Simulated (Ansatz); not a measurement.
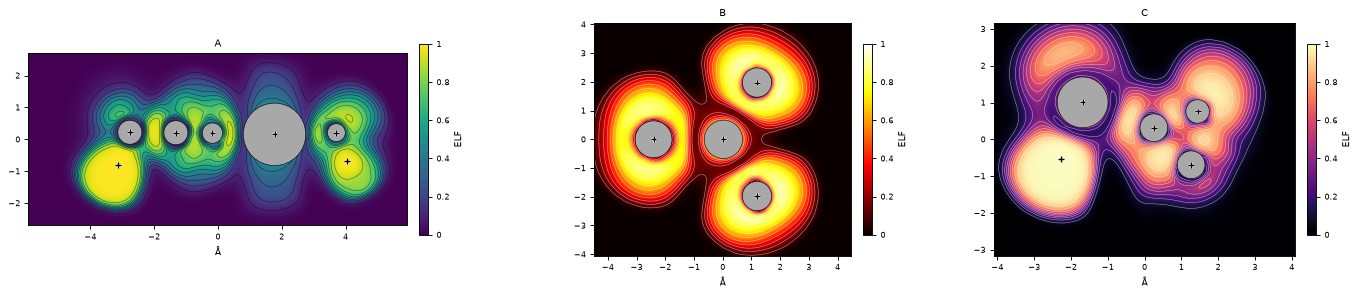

The electron localisation function of 3 systems, each on a plane through atoms (crosses mark nuclei in the plane; grey discs cover the cores).

Theory: Ansatz, isolated molecule in a Gaussian basis; Hartree-Fock.

System 1: C2H2FNTe (SMILES FC1N=C1[TeH]), the plane of atoms N3, C2 and C4. Geometry: PBE0-D4/def2-TZVP; core potentials replace the inner electrons of Te.

```yaml
atoms:
  - { symbol: F, position_ang: [-0.1612, -1.9943, 0.0850] }
  - { symbol: C, position_ang: [0.3422, -0.8296, 0.5729] }
  - { symbol: N, position_ang: [-0.5452, -0.0329, 1.4121] }
  - { symbol: C, position_ang: [-0.3024, 0.4006, 0.2451] }
  - { symbol: Te, position_ang: [-0.8374, 1.9443, -1.0040] }
  - { symbol: H, position_ang: [1.3889, -0.9456, 0.8338] }
  - { symbol: H, position_ang: [0.1763, 1.3896, -2.1905] }
```

System 2: BrCl2In, the molecular plane. Geometry: PBE0-D4/def2-TZVP; core potentials replace the inner electrons of In.

```xyz
4

Cl   -1.7932   -1.0823    0.9549
In    0.0168   -0.0315    0.0103
Cl    2.1256   -0.6701    0.6565
Br   -0.2936    1.7234   -1.6420
```

System 3: C2H4AuNO, the plane of atoms Au4, O5 and H9. Geometry: PBE0-D4/def2-TZVP; core potentials replace the inner electrons of Au.

```yaml
atoms:
  - { symbol: C, position_ang: [0.8860, -1.9796, 0.7866] }
  - { symbol: C, position_ang: [0.3838, -0.7231, 0.2844] }
  - { symbol: N, position_ang: [-0.0145, 0.2744, -0.1139] }
  - { symbol: Au, position_ang: [-0.7094, 1.9652, -0.7868] }
  - { symbol: O, position_ang: [-1.3143, 3.6760, -1.4699] }
  - { symbol: H, position_ang: [1.5687, -1.8017, 1.6194] }
  - { symbol: H, position_ang: [0.0555, -2.5969, 1.1332] }
  - { symbol: H, position_ang: [1.4185, -2.5109, -0.0041] }
  - { symbol: H, position_ang: [-2.2743, 3.6966, -1.4489] }
```

> Match each panel to its system.

Panel A is system 3, C2H4AuNO: the plane holds C, N, Au, O and H. C–N (1.15 Å): the ELF peaks at about 0.85 between the atoms: a short, multiple covalent bond. Panel B is system 2, BrCl2In: the plane holds Cl, In and Br. In–Cl (2.30 Å): the ELF peaks at about 0.80 in the valence shell of Cl, 0.8 Å from its nucleus, and drops to about 0.15 between the two atoms. Panel C is system 1, C2H2FNTe: the plane holds C, N, Te and H. C–N (1.27 Å): the ELF peaks at about 0.90 between the atoms: a short, multiple covalent bond.
